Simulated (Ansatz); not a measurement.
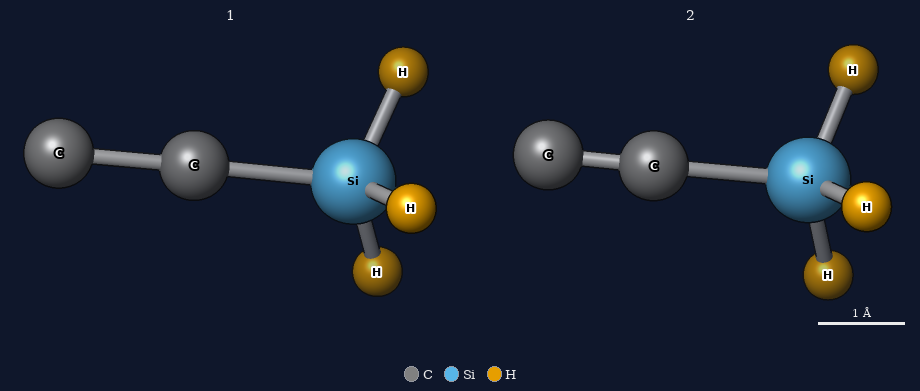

Two geometries of C$_{2}$H$_{3}$Si (multiplicity 2) (coarse preliminary run), drawn at one scale. One is the start of a relaxation, the other its converged end. Style: ball-and-stick. Shown at a tilt.

These are results of Ansatz 0.2.0, UKS PBE-D4/def2-SVP, not measurements. Set-up: force threshold 0.03 eV/Å; at most 200 steps.

Which of the two is the end point?

Answer. Structure 2 is the relaxed one. The start comes from a force field. A C atom moves most after the best rigid fit: 0.37 Å. By element the largest moves are C 0.37 Å, H 0.13 Å, Si 0.08 Å. Near-neighbour distances that change, for instance: C–C 1.609 → 1.239 Å, H–Si 1.393 → 1.501 Å, C–Si 1.892 → 1.843 Å, H–Si 1.508 → 1.502 Å. Among the angles between lasting bonds that change: C–C–Si 179.3° → 171.6°, H–Si–H 106.9° → 109.8°. After 6 geometry steps the energy has fallen by 51.7 kcal/mol. The largest force component goes from 6.5 to 0.0099 eV/Å. The run took about 60 core-seconds on a shared host.
